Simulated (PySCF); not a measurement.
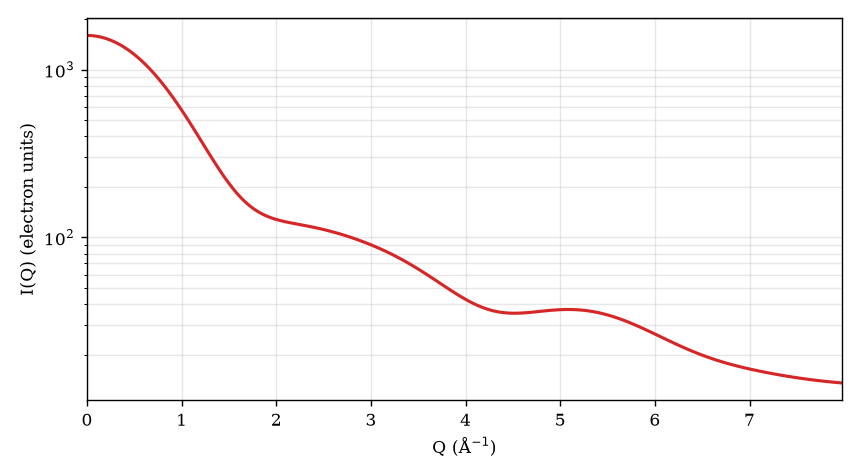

Elastic X-ray scattering of a randomly oriented, rigid molecule, calculated with the Debye equation from neutral-atom form factors (independent atoms, no Compton part, no vibration). The geometry is the end point of an optimisation (PBE0-D3(BJ)/def2-SVP geometry optimisation, gas phase (PySCF)); it may be a saddle point or a higher isomer. It contains O, C, B, H.

How many electrons does the independent-atom model of the molecule hold?

I(0) is the square of the electron number: I(0) = 1600, so about 40 electrons, the count of CH5BO3.

What radius of gyration does the initial fall-off give?

From I(Q) ≈ I(0) exp(−Q²R²/3) at small Q, R ≈ 1.77 Å. It is larger than the electron-weighted radius of the nuclear positions alone (1.62 Å), because each atom's electron cloud adds to it.
